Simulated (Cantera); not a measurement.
A closed system holds: 1 mol CaO, 4 mol Cl2, 3.7 mol N2, at 2.30 Pa.

Equilibrium computed with Cantera from the NASA thermochemical tables; the gas is ideal and each condensed phase is pure. Candidate condensed phases: Ca, CaCl2, CaO; 17 gas species. The numbers say what is thermodynamically allowed, not how fast it happens.

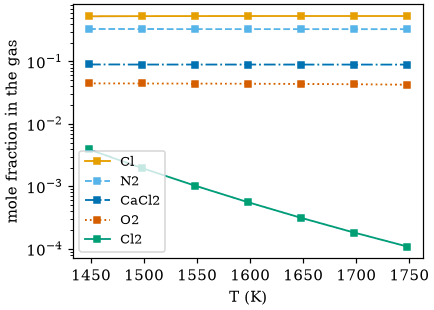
Figure. Equilibrium gas composition (values under 1e-9 drawn at 1e-9)

Task: Read off the mole fractions at 1448 K.

Result: Cl about 0.53, N2 about 0.33, CaCl2 about 0.090, O2 about 0.045, Cl2 about 0.0039.
